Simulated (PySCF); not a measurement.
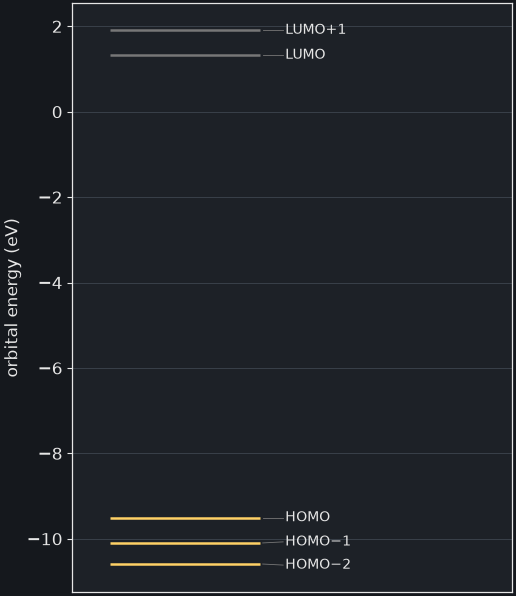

Kohn-Sham orbital energies near the frontier, ωB97X-D/def2-SVPD in PySCF, at a PBE0-D3(BJ)/def2-SVP geometry (no frequency check), isolated molecule; empty levels in grey, levels within 0.03 eV side by side.

Which molecule has this level scheme?
A. C₆H₈BF₂N, SMILES FC(F)[BH2-][n+]1ccccc1
B. C₅H₁₃BN₂Si₂, SMILES [SiH3]N([SiH3])[BH2-][n+]1ccccc1
C. C₃H₁₄OSi₃, SMILES CC(C)[SiH2]O[SiH2][SiH3]

C. HOMO −9.50 eV, LUMO 1.33 eV, separation 10.83 eV.

Note: one conformer of a flexible molecule; empty levels above zero depend strongly on the basis.
